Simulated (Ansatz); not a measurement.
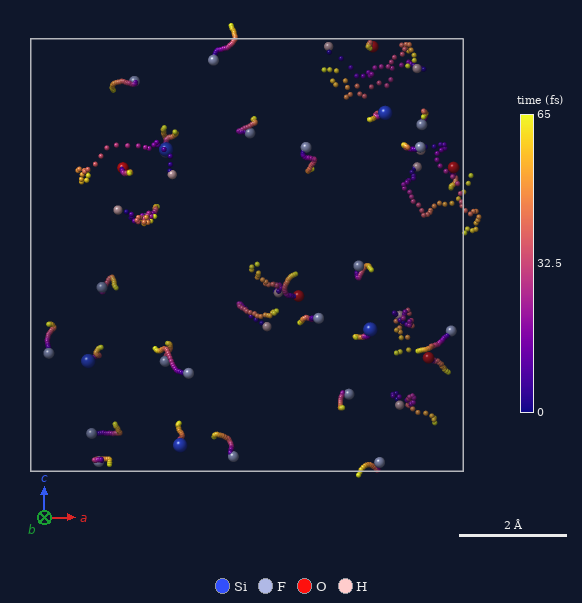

Molecular dynamics of a periodic cell with 5 SiF4 + 5 H2O at 1.891 g/cm³, 65 fs long. It starts from the last geometry of an earlier run, with fresh velocities. Dots mark each atom's position at evenly spaced times, coloured by time; spheres stand at the starting positions. Seen along the b axis in the simulation cell.

Computed with DFT r2SCAN-D3(BJ), scalar-relativistic, plane waves, PAW (Ansatz). Run with plane-wave cutoff 200 eV; k-point mesh 1 × 1 × 1; Fermi-Dirac smearing 0.02 eV; Nosé-Hoover thermostat (NVT); set temperature 1500 K; time step 0.5 fs; thermostat time 200.0 fs.

Q: What do the traces tell about the motion?

A: Root-mean-square distances from the starting positions over the second half, with the common drift of all atoms taken out: H 1.14 Å, F 0.45 Å, O 0.41 Å, Si 0.28 Å. The heavy atoms stay within a fraction of a molecule's size of their starting places, while the hydrogen atoms travel further, as molecules turn; so short a run doesn't tell a liquid from a solid. Over the second half the temperature averages 1100 K (spread ±97 K). The potential energy in the second half lies on average 52.6 meV per atom above the first frame. The plane-wave cutoff is below what these potentials need, so energies and forces are off.

Limits of the set-up: the cutoff lies below the recommended one; the periodic images lie only 8.1 Å apart, so the values are limited by the cell's size.
